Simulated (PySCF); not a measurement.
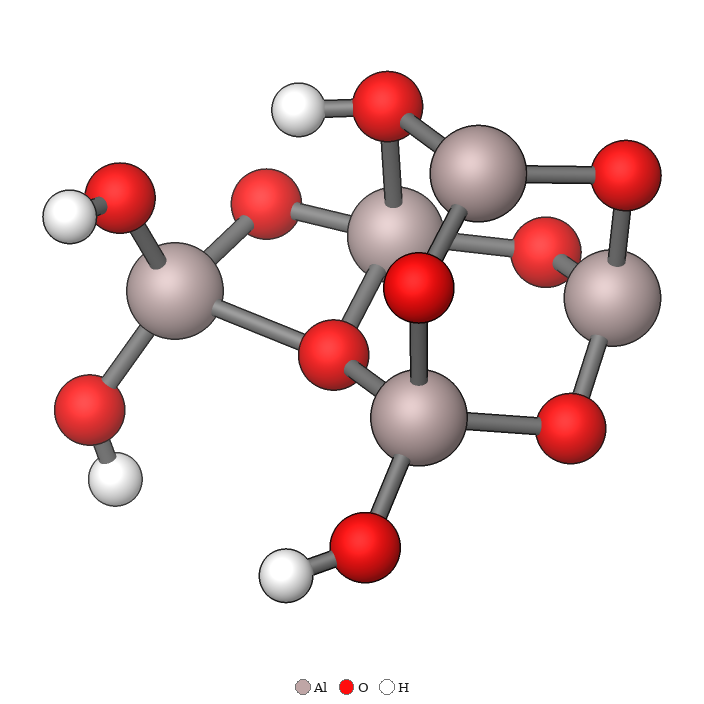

The species has charge −1 and is a spin singlet. The geometry was computed by an optimisation with GFN2-xTB. No frequency run is at hand to confirm it as a minimum. Method: B3LYP/6-31G*, gas phase (PySCF 2.14.0).

Q: Estimate the HOMO energy (Kohn–Sham orbital).

A: −3.52 eV.

Q: Estimate the mean static polarisability.

A: 107.6 bohr³.

The geometry is semi-empirical. Around Al such bond lengths and angles can be off by a tenth of an ångström or more and by several degrees, and values that hang on the shape move with them.
